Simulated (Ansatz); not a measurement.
# Molecular dynamics, with input and output: GaPH$_{3}$F$_{3}$

System: GaPH$_{3}$F$_{3}$.
Method: RKS revPBE/6-31G* (Ansatz 0.2.0).

The geometry comes from this level: PBE0-D4/def2-TZVP. Figures and captions count atoms from 1; the log counts them from 0 in places.

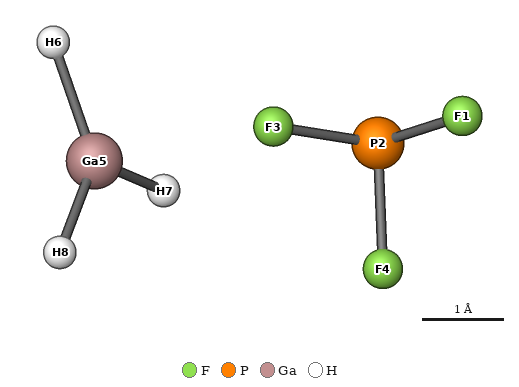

Fig. 1: The starting structure (ball-and-stick view, seen at a tilt; atoms are numbered from 1 in the order of the input). Sticks mark near contacts.

## The input
```yaml
crystal:
  periodic: [false, false, false]
  atoms:
    - {symbol: F, position_ang: [1.794798, -1.369223, 2.048663]}
    - {symbol: P, position_ang: [1.506915, -0.259992, 0.979021]}
    - {symbol: F, position_ang: [-0.051271, -0.589180, 0.808950]}
    - {symbol: F, position_ang: [2.001281, -1.046041, -0.280792]}
    - {symbol: Ga, position_ang: [-1.310603, 0.790284, -0.865374]}
    - {symbol: H, position_ang: [-2.279965, 1.420187, 0.191961]}
    - {symbol: H, position_ang: [0.084124, 1.477260, -1.128993]}
    - {symbol: H, position_ang: [-1.745279, -0.423295, -1.753425]}
basis:
  gaussian: {orbitals: "6-31G*"}
hamiltonian: {xc: {name: revPBE}}
md: {timestep: 0.5 fs, n_steps: 30, ensemble: nve, temperature: 500, initial_velocities: maxwell_boltzmann, seed: 619}
```

Machine: 4 threads of Arm Neoverse V1, 23 GiB of memory available, shared host.

Launched with:
```bash
ansatz run in.yaml --threads 4 --pin off --events-out ev --progress --plain --max-ram 10444MiB
```

## Output
```
Functional definition: revPBE
  name "revPBE"
  cite "Zhang & Yang, Phys. Rev. Lett. 80, 890 (1998) doi:10.1103/PhysRevLett.80.890"
  cite "Perdew, Burke & Ernzerhof, Phys. Rev. Lett. 77, 3865 (1996) doi:10.1103/PhysRevLett.77.3865"
  parameter kappa = 1.245
  parameter beta = 0.06672455060314922
  exchange = pbe_x(kappa = kappa, mu = beta*pi^2/3)
  correlation = pbe_c(beta = beta)
1122 factors; their error is unknown
mean field evaluation 1: about -69847.5139 eV, gradient 5.0e1 eV
mean field evaluation 2: about -69839.7085 eV, gradient 9.1e1 eV
mean field evaluation 4: about -69851.0024 eV, gradient 3.8e0 eV
mean field evaluation 8: about -69850.9789 eV, gradient 9.8e-2 eV
mean field evaluation 16: about -69850.9790 eV, gradient 2.1e-5 eV
mean field -69850.97896366 eV, -2566.9761302203 hartree, gradient 2.1e-5 eV, S^2 0.000000; 0 other end points of the search recorded, 0 dependent functions left out
the calculation of the forces begins
reference -69850.97902943 eV, -2566.9761326373 hartree; 38, 38 occupied and 67, 67 virtual orbitals, 1122 factors
md step     0: t =     0.00 fs  T =   500.0 K  F+E_penalty+E_count = -69850.97896366 eV  E_kin = 0.387780 eV  conserved = -69850.59118366 eV  (26 SCF iters)
these checks for a lower state are left out or cut short: starts, cluster_reference, orbital_swaps, neighbouring_geometries, increment
1122 factors; their error is unknown
mean field -69850.98762238 eV, -2566.9764484227 hartree, gradient 1.3e-5 eV, S^2 0.000000; 0 other end points of the search recorded, 0 dependent functions left out
the calculation of the forces begins
reference -69850.98768819 eV, -2566.9764508409 hartree; 38, 38 occupied and 67, 67 virtual orbitals, 1122 factors
md step     1: t =     0.50 fs  T =   511.2 K  F+E_penalty+E_count = -69850.98762238 eV  E_kin = 0.396477 eV  conserved = -69850.59114536 eV  (29 SCF iters)
[... from here on the SCF iterations and repeated set-up lines of each step are left out, up to the last step ...]
md step     2: t =     1.00 fs  T =   511.8 K  F+E_penalty+E_count = -69850.98800248 eV  E_kin = 0.396964 eV  conserved = -69850.59103809 eV  (28 SCF iters)
md step     3: t =     1.50 fs  T =   503.9 K  F+E_penalty+E_count = -69850.98171660 eV  E_kin = 0.390834 eV  conserved = -69850.59088247 eV  (27 SCF iters)
md step     4: t =     2.00 fs  T =   490.5 K  F+E_penalty+E_count = -69850.97114071 eV  E_kin = 0.380435 eV  conserved = -69850.59070575 eV  (29 SCF iters)
md step     5: t =     2.50 fs  T =   475.1 K  F+E_penalty+E_count = -69850.95898921 eV  E_kin = 0.368452 eV  conserved = -69850.59053727 eV  (29 SCF iters)
md step     6: t =     3.00 fs  T =   460.9 K  F+E_penalty+E_count = -69850.94785508 eV  E_kin = 0.357451 eV  conserved = -69850.59040387 eV  (28 SCF iters)
md step     7: t =     3.50 fs  T =   450.6 K  F+E_penalty+E_count = -69850.93979213 eV  E_kin = 0.349468 eV  conserved = -69850.59032449 eV  (28 SCF iters)
md step     8: t =     4.00 fs  T =   445.8 K  F+E_penalty+E_count = -69850.93601905 eV  E_kin = 0.345712 eV  conserved = -69850.59030677 eV  (29 SCF iters)
md step     9: t =     4.50 fs  T =   446.7 K  F+E_penalty+E_count = -69850.93679825 eV  E_kin = 0.346453 eV  conserved = -69850.59034568 eV  (29 SCF iters)
md step    10: t =     5.00 fs  T =   452.7 K  F+E_penalty+E_count = -69850.94150362 eV  E_kin = 0.351077 eV  conserved = -69850.59042669 eV  (29 SCF iters)
md step    11: t =     5.50 fs  T =   462.0 K  F+E_penalty+E_count = -69850.94883871 eV  E_kin = 0.358309 eV  conserved = -69850.59052987 eV  (29 SCF iters)
md step    12: t =     6.00 fs  T =   472.6 K  F+E_penalty+E_count = -69850.95713809 eV  E_kin = 0.366502 eV  conserved = -69850.59063606 eV  (29 SCF iters)
md step    13: t =     6.50 fs  T =   482.2 K  F+E_penalty+E_count = -69850.96466892 eV  E_kin = 0.373939 eV  conserved = -69850.59072987 eV  (29 SCF iters)
md step    14: t =     7.00 fs  T =   488.8 K  F+E_penalty+E_count = -69850.96987364 eV  E_kin = 0.379071 eV  conserved = -69850.59080248 eV  (29 SCF iters)
md step    15: t =     7.50 fs  T =   490.8 K  F+E_penalty+E_count = -69850.97151844 eV  E_kin = 0.380667 eV  conserved = -69850.59085118 eV  (29 SCF iters)
md step    16: t =     8.00 fs  T =   487.2 K  F+E_penalty+E_count = -69850.96874964 eV  E_kin = 0.377872 eV  conserved = -69850.59087762 eV  (30 SCF iters)
md step    17: t =     8.50 fs  T =   477.3 K  F+E_penalty+E_count = -69850.96108194 eV  E_kin = 0.370197 eV  conserved = -69850.59088501 eV  (30 SCF iters)
md step    18: t =     9.00 fs  T =   460.9 K  F+E_penalty+E_count = -69850.94835625 eV  E_kin = 0.357479 eV  conserved = -69850.59087703 eV  (28 SCF iters)
md step    19: t =     9.50 fs  T =   438.2 K  F+E_penalty+E_count = -69850.93069756 eV  E_kin = 0.339843 eV  conserved = -69850.59085407 eV  (30 SCF iters)
md step    20: t =    10.00 fs  T =   409.6 K  F+E_penalty+E_count = -69850.90850577 eV  E_kin = 0.317691 eV  conserved = -69850.59081458 eV  (30 SCF iters)
md step    21: t =    10.50 fs  T =   376.2 K  F+E_penalty+E_count = -69850.88248253 eV  E_kin = 0.291728 eV  conserved = -69850.59075423 eV  (29 SCF iters)
md step    22: t =    11.00 fs  T =   339.1 K  F+E_penalty+E_count = -69850.85368988 eV  E_kin = 0.263022 eV  conserved = -69850.59066770 eV  (29 SCF iters)
md step    23: t =    11.50 fs  T =   300.5 K  F+E_penalty+E_count = -69850.82361090 eV  E_kin = 0.233058 eV  conserved = -69850.59055325 eV  (29 SCF iters)
md step    24: t =    12.00 fs  T =   262.7 K  F+E_penalty+E_count = -69850.79416104 eV  E_kin = 0.203745 eV  conserved = -69850.59041574 eV  (29 SCF iters)
md step    25: t =    12.50 fs  T =   228.6 K  F+E_penalty+E_count = -69850.76759857 eV  E_kin = 0.177330 eV  conserved = -69850.59026824 eV  (29 SCF iters)
md step    26: t =    13.00 fs  T =   201.4 K  F+E_penalty+E_count = -69850.74630070 eV  E_kin = 0.156167 eV  conserved = -69850.59013384 eV  (31 SCF iters)
md step    27: t =    13.50 fs  T =   183.6 K  F+E_penalty+E_count = -69850.73240393 eV  E_kin = 0.142363 eV  conserved = -69850.59004067 eV  (30 SCF iters)
md step    28: t =    14.00 fs  T =   177.1 K  F+E_penalty+E_count = -69850.72737524 eV  E_kin = 0.137362 eV  conserved = -69850.59001350 eV  (30 SCF iters)
md step    29: t =    14.50 fs  T =   182.5 K  F+E_penalty+E_count = -69850.73163189 eV  E_kin = 0.141565 eV  conserved = -69850.59006675 eV  (30 SCF iters)
these checks for a lower state are left out or cut short: starts, cluster_reference, orbital_swaps, neighbouring_geometries, increment
1122 factors; their error is unknown
mean field -69850.74433411 eV, -2566.9675077435 hartree, gradient 1.9e-5 eV, S^2 0.000000; 0 other end points of the search recorded, 0 dependent functions left out
the calculation of the forces begins
reference -69850.74440111 eV, -2566.9675102057 hartree; 38, 38 occupied and 67, 67 virtual orbitals, 1122 factors
1122 factors; their error is unknown
mean field evaluation 256: about -69850.7443 eV, gradient 2.4e-2 eV
mean field -69850.74433411 eV, -2566.9675077435 hartree, gradient 1.9e-5 eV, S^2 0.000000; 1 other end points of the search recorded, 0 dependent functions left out
the calculation of the forces begins
reference -69850.74440111 eV, -2566.9675102057 hartree; 38, 38 occupied and 67, 67 virtual orbitals, 1122 factors
md step    30: t =    15.00 fs  T =   198.7 K  F+E_penalty+E_count = -69850.74433411 eV  E_kin = 0.154138 eV  conserved = -69850.59019651 eV  (27 SCF iters)
```

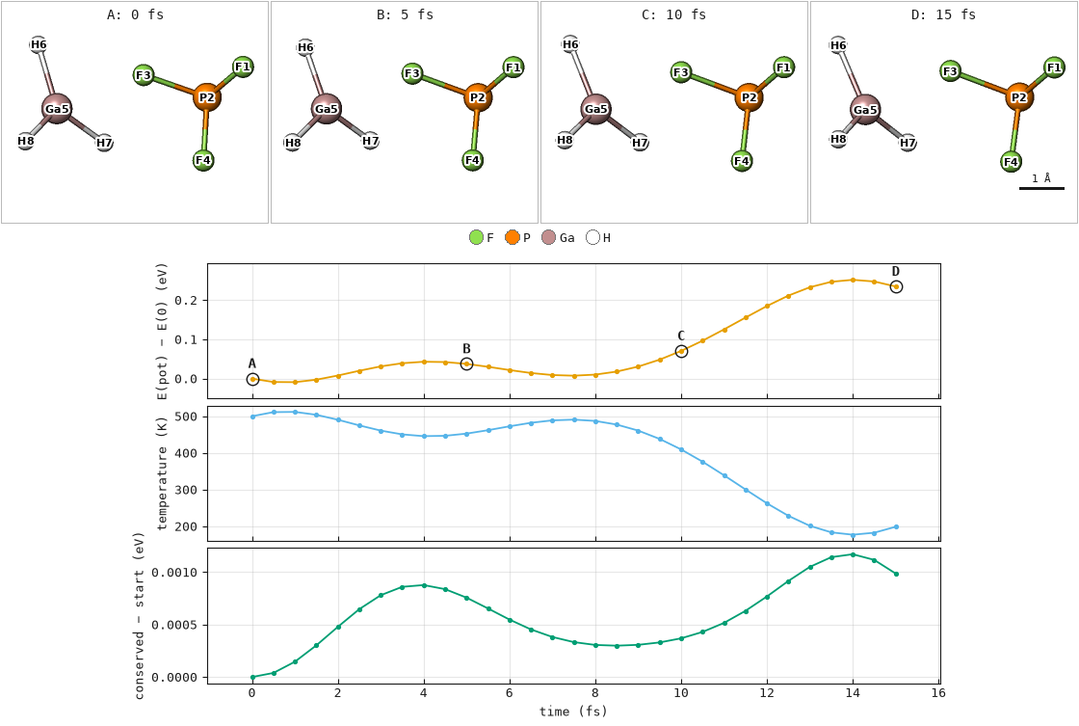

Fig. 2: Frames of the molecular dynamics (ball-and-stick, seen at a tilt) above the curves, on which the letters mark them. The trajectory kept here has 31 frames over 15 fs. The temperature starts at 500 K, ranges from 177 to 512 K and averages 326 K over the second half. The potential energy ends 0.235 eV above its first value. The conserved quantity stays within 0.0012 eV. After an unweighted best fit of the last frame on the first, the root-mean-square displacement is 0.14 Å, and H7 has moved furthest (0.23 Å).

```
Total energy: -69850.74440111 eV, -2566.9675102057 hartree
Atom 0 at     1.830618    -1.475186     2.066727 Å, force    -0.059752     1.627078    -0.796662 eV/Å
Atom 1 at     1.576453    -0.198215     1.010484 Å, force    -1.729648    -3.203701     0.088901 eV/Å
Atom 2 at    -0.141034    -0.576307     0.866624 Å, force     1.714567     0.921806     0.059177 eV/Å
Atom 3 at     1.979282    -1.055885    -0.321021 Å, force     0.007435     0.811557     0.503003 eV/Å
Atom 4 at    -1.317475     0.786816    -0.887680 Å, force     0.064804     1.720462     1.093133 eV/Å
Atom 5 at    -2.467587     1.445278     0.093433 Å, force     0.536091    -0.240729    -0.297758 eV/Å
Atom 6 at    -0.008152     1.732595    -1.202026 Å, force    -0.346045    -0.453955     0.159682 eV/Å
Atom 7 at    -1.695492    -0.422085    -1.675023 Å, force    -0.187452    -1.182519    -0.809476 eV/Å
Dipole moment:     0.461777     0.102433     0.179829 e Å
```

## Trajectory as extended XYZ (Å, eV, eV/Å), 12 of the 31 frames kept, from step=0 to step=30
```
8
Properties=species:S:1:pos:R:3:forces:R:3 step=0 time_fs=0.0 energy=-69850.97896 temperature=500.0
F     1.7948   -1.3692    2.0487    0.3547  -1.1499   1.2639
P     1.5069   -0.2600    0.9790    0.7189   2.1819   0.3968
F    -0.0513   -0.5892    0.8089   -1.6654  -0.3004  -0.1197
F     2.0013   -1.0460   -0.2808    0.6132  -0.7962  -1.4767
Ga   -1.3106    0.7903   -0.8654    0.0710   0.0014   0.0283
H    -2.2800    1.4202    0.1920   -0.1639   0.1044   0.1523
H     0.0841    1.4773   -1.1290    0.1483   0.1442  -0.0955
H    -1.7453   -0.4233   -1.7534   -0.0768  -0.1854  -0.1494
8
Properties=species:S:1:pos:R:3:forces:R:3 step=3 time_fs=1.5 energy=-69850.98172 temperature=503.9
F     1.7976   -1.3811    2.0494    0.2951  -0.7626   0.9638
P     1.5162   -0.2532    0.9795    0.1837   1.5902   0.6873
F    -0.0606   -0.5897    0.8148   -1.1111  -0.0914  -0.0771
F     1.9965   -1.0452   -0.2793    0.6417  -0.7716  -1.5362
Ga   -1.3108    0.7909   -0.8670   -0.1968  -0.8625  -0.5686
H    -2.2736    1.4097    0.1522   -0.5103   0.2851   0.5079
H     0.0412    1.4977   -1.1239    0.5446   0.2734  -0.1951
H    -1.7681   -0.4699   -1.7744    0.1531   0.3393   0.2180
8
Properties=species:S:1:pos:R:3:forces:R:3 step=5 time_fs=2.5 energy=-69850.95899 temperature=475.1
F     1.7997   -1.3895    2.0505    0.2524  -0.4829   0.7477
P     1.5225   -0.2479    0.9800   -0.1439   1.1402   0.8414
F    -0.0676   -0.5902    0.8187   -0.7460   0.0474  -0.0528
F     1.9937   -1.0452   -0.2792    0.6385  -0.7192  -1.5176
Ga   -1.3110    0.7912   -0.8681   -0.3273  -1.2769  -0.8384
H    -2.2750    1.4059    0.1313   -0.6739   0.3641   0.6684
H     0.0185    1.5144   -1.1228    0.7275   0.3303  -0.2412
H    -1.7818   -0.4977   -1.7863    0.2728   0.5971   0.3925
8
Properties=species:S:1:pos:R:3:forces:R:3 step=8 time_fs=4.0 energy=-69850.93602 temperature=445.8
F     1.8030   -1.4025    2.0529    0.1893  -0.0585   0.4228
P     1.5318   -0.2395    0.9814   -0.5733   0.4209   0.9959
F    -0.0787   -0.5908    0.8244   -0.2312   0.2454  -0.0239
F     1.9902   -1.0458   -0.2806    0.6033  -0.5907  -1.4062
Ga   -1.3113    0.7913   -0.8701   -0.4537  -1.5349  -0.9796
H    -2.2893    1.4067    0.1120   -0.7135   0.3677   0.7033
H    -0.0023    1.5454   -1.1254    0.7854   0.3186  -0.2557
H    -1.7971   -0.5281   -1.7969    0.3938   0.8314   0.5434
8
Properties=species:S:1:pos:R:3:forces:R:3 step=11 time_fs=5.5 energy=-69850.94884 temperature=462.0
F     1.8066   -1.4155    2.0557    0.1314   0.3458   0.1186
P     1.5407   -0.2308    0.9834   -0.9206  -0.3081   1.0521
F    -0.0901   -0.5911    0.8301    0.2261   0.4231  -0.0036
F     1.9873   -1.0471   -0.2835    0.5387  -0.4123  -1.2089
Ga   -1.3117    0.7910   -0.8724   -0.5138  -1.3521  -0.8286
H    -2.3185    1.4152    0.1074   -0.4902   0.2341   0.4963
H    -0.0066    1.5830   -1.1334    0.5807   0.1737  -0.2011
H    -1.8042   -0.5409   -1.7959    0.4478   0.8959   0.5751
8
Properties=species:S:1:pos:R:3:forces:R:3 step=14 time_fs=7.0 energy=-69850.96987 temperature=488.8
F     1.8103   -1.4282    2.0587    0.0813   0.7084  -0.1489
P     1.5490   -0.2223    0.9862   -1.1894  -1.0053   1.0173
F    -0.1012   -0.5910    0.8358    0.6174   0.5750   0.0100
F     1.9851   -1.0488   -0.2878    0.4545  -0.2005  -0.9493
Ga   -1.3124    0.7902   -0.8749   -0.5121  -0.8569  -0.4957
H    -2.3581    1.4287    0.1134   -0.1205   0.0355   0.1726
H     0.0014    1.6243   -1.1456    0.2315  -0.0540  -0.1028
H    -1.8016   -0.5346   -1.7826    0.4373   0.7979   0.4968
8
Properties=species:S:1:pos:R:3:forces:R:3 step=16 time_fs=8.0 energy=-69850.96875 temperature=487.2
F     1.8128   -1.4363    2.0606    0.0526   0.9203  -0.3024
P     1.5541   -0.2170    0.9884   -1.3300  -1.4360   0.9520
F    -0.1083   -0.5905    0.8396    0.8415   0.6607   0.0166
F     1.9839   -1.0501   -0.2913    0.3925  -0.0498  -0.7550
Ga   -1.3129    0.7896   -0.8767   -0.4728  -0.4288  -0.2243
H    -2.3864    1.4383    0.1199    0.1312  -0.0913  -0.0374
H     0.0099    1.6514   -1.1552   -0.0075  -0.2117  -0.0307
H    -1.7947   -0.5208   -1.7678    0.3925   0.6365   0.3812
8
Properties=species:S:1:pos:R:3:forces:R:3 step=19 time_fs=9.5 energy=-69850.93070 temperature=438.2
F     1.8166   -1.4474    2.0632    0.0164   1.1881  -0.4929
P     1.5609   -0.2099    0.9923   -1.4921  -2.0120   0.8071
F    -0.1180   -0.5892    0.8453    1.1251   0.7654   0.0244
F     1.9824   -1.0521   -0.2973    0.2973   0.1768  -0.4512
Ga   -1.3137    0.7885   -0.8794   -0.3532   0.2912   0.2206
H    -2.4259    1.4509    0.1284    0.4418  -0.2366  -0.2823
H     0.0221    1.6880   -1.1698   -0.3011  -0.4105   0.0672
H    -1.7775   -0.4894   -1.7392    0.2658   0.2376   0.1071
8
Properties=species:S:1:pos:R:3:forces:R:3 step=22 time_fs=11.0 energy=-69850.85369 temperature=339.1
F     1.8205   -1.4572    2.0652   -0.0125   1.3929  -0.6357
P     1.5667   -0.2042    0.9968   -1.6055  -2.4889   0.6254
F    -0.1265   -0.5870    0.8511    1.3509   0.8423   0.0317
F     1.9813   -1.0539   -0.3038    0.2057   0.3901  -0.1526
Ga   -1.3147    0.7875   -0.8820   -0.1739   1.0442   0.6830
H    -2.4560    1.4585    0.1311    0.6364  -0.3166  -0.4214
H     0.0279    1.7158   -1.1831   -0.4800  -0.5360   0.1397
H    -1.7547   -0.4532   -1.7085    0.0788  -0.3280  -0.2701
8
Properties=species:S:1:pos:R:3:forces:R:3 step=25 time_fs=12.5 energy=-69850.76760 temperature=228.6
F     1.8243   -1.4654    2.0665   -0.0348   1.5340  -0.7324
P     1.5713   -0.2003    1.0017   -1.6794  -2.8555   0.4258
F    -0.1334   -0.5838    0.8569    1.5253   0.8926   0.0403
F     1.9805   -1.0552   -0.3104    0.1223   0.5777   0.1234
Ga   -1.3158    0.7868   -0.8844    0.0069   1.6797   1.0733
H    -2.4727    1.4593    0.1248    0.7061  -0.3346  -0.4567
H     0.0235    1.7322   -1.1934   -0.5341  -0.5773   0.1794
H    -1.7302   -0.4241   -1.6836   -0.1123  -0.9166  -0.6531
8
Properties=species:S:1:pos:R:3:forces:R:3 step=27 time_fs=13.5 energy=-69850.73240 temperature=183.6
F     1.8269   -1.4699    2.0669   -0.0465   1.5926  -0.7723
P     1.5738   -0.1987    1.0052   -1.7099  -3.0351   0.2899
F    -0.1371   -0.5812    0.8608    1.6157   0.9123   0.0472
F     1.9800   -1.0557   -0.3148    0.0725   0.6841   0.2887
Ga   -1.3165    0.7866   -0.8858    0.0794   1.8977   1.2057
H    -2.4754    1.4559    0.1152    0.6821  -0.3152  -0.4256
H     0.0143    1.7363   -1.1981   -0.5007  -0.5569   0.1852
H    -1.7149   -0.4148   -1.6743   -0.1927  -1.1795  -0.8189
8
Properties=species:S:1:pos:R:3:forces:R:3 step=30 time_fs=15.0 energy=-69850.74433 temperature=198.7
F     1.8306   -1.4752    2.0667   -0.0598   1.6271  -0.7967
P     1.5765   -0.1982    1.0105   -1.7296  -3.2037   0.0889
F    -0.1410   -0.5763    0.8666    1.7146   0.9218   0.0592
F     1.9793   -1.0559   -0.3210    0.0074   0.8116   0.5030
Ga   -1.3175    0.7868   -0.8877    0.0648   1.7205   1.0931
H    -2.4676    1.4453    0.0934    0.5361  -0.2407  -0.2978
H    -0.0082    1.7326   -1.2020   -0.3460  -0.4540   0.1597
H    -1.6955   -0.4221   -1.6750   -0.1875  -1.1825  -0.8095
```

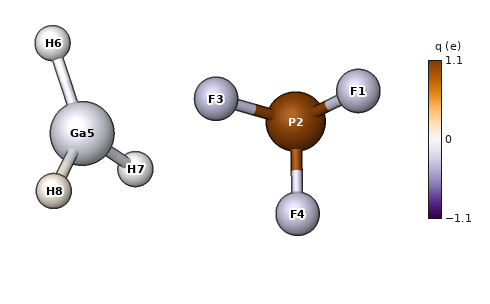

Fig. 3: Mulliken charges, as the colour of each atom (ball-and-stick view, seen at a tilt; atoms are numbered from 1 in the order of the input). By element: F −0.33 to −0.29, P +1.03, Ga −0.14 and H −0.03 to +0.06 e.

## Key numbers

| quantity | value |
| --- | --- |
| outcome | finished |
| mean temperature over the second half | 326 K |
| trajectory | 30 steps, 15 fs |
| ensemble | nve |
| temperature in the input | 500 K |
| time step | 0.5 fs |
| potential energy (last step) | −69850.7444 eV |
| SCF solution under orbital rotations (last step) | stable |
| largest force (length of the vector) (last step) | 3.642 eV/Å |
| dipole moment (last step) | 2.43 D |
| wall time | 33 s (CPU time 2 min) |
| peak memory | 0.15 GiB |

## Notes

So short a trajectory is not equilibrated.
